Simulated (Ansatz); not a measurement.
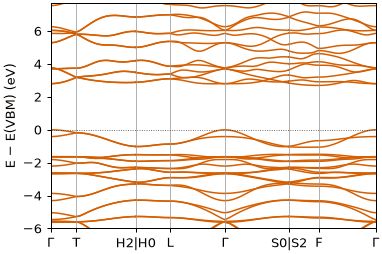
Figure: Band structure from PBE (plane waves, PAW; program Ansatz)

**Question.** Read off the gap and where the band edges lie.

**Answer.** About 2.7 eV (2.70 eV by a search for the band edges); maximum at Γ, minimum at F.

**Question.** Pick the material that matches.
A. Zn5InGaO8, R3m (Pearson symbol hR15)
B. AlZnInO4, R3m (Pearson symbol hR7)
C. FeBiO3, R3c (Fe on 6a, Bi on 6a, O on 18b)
D. SnTeO3, R3c (Sn on 6a, Te on 6a, O on 18b)

**Answer.** D, SnTeO3, R3c (Sn on 6a, Te on 6a, O on 18b)

The start of the workflow was typed in or built on a structure type; neither database checked (COD, Materials Project) lists it. Its standing as an ambient phase is unchecked. The PBE relaxation kept the symmetry of its start; whether a distortion lowers the energy is not shown. The volume moved by 110 % from the start of the relaxation. Scalar-relativistic: spin–orbit coupling is off unless named, which matters more the heavier the elements.

Potentials: the earlier of the program's two PAW sets.
